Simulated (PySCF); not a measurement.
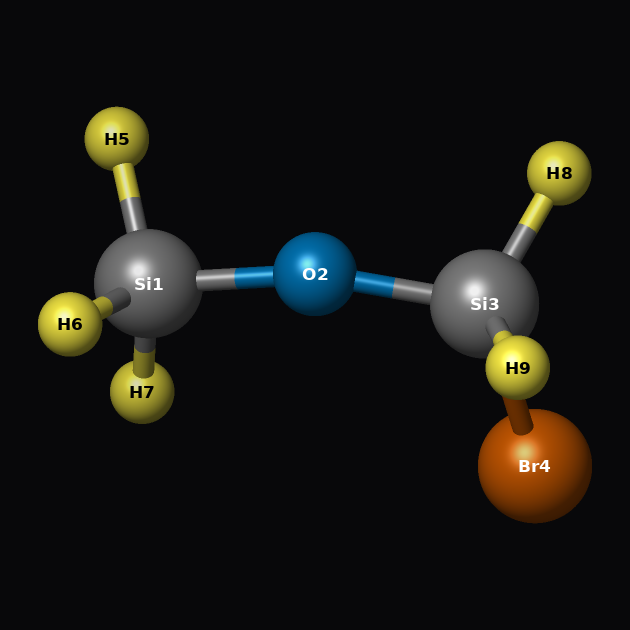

The geometry was computed by an optimisation with GFN2-xTB. No frequency run is at hand to confirm it as a minimum. Properties computed with delta-SCF UKS SCAN, pcX-2 on the ionised atom, pcseg-1 elsewhere, spin-free X2C (PySCF 2.14.0).

Give the core-electron binding energies (to vacuum; p and d levels without spin–orbit splitting) of Si1 1s, Si1 2p, O2 1s, Si3 1s, Si3 2p.

```tsv
atom	level	binding energy (eV)
Si1	1s	1847.6
Si1	2p	107.9
O2	1s	538.1
Si3	1s	1848.1
Si3	2p	108.3
```

The geometry is semi-empirical. Around Br, Si such bond lengths and angles can be off by a tenth of an ångström or more and by several degrees, and values that hang on the shape move with them.
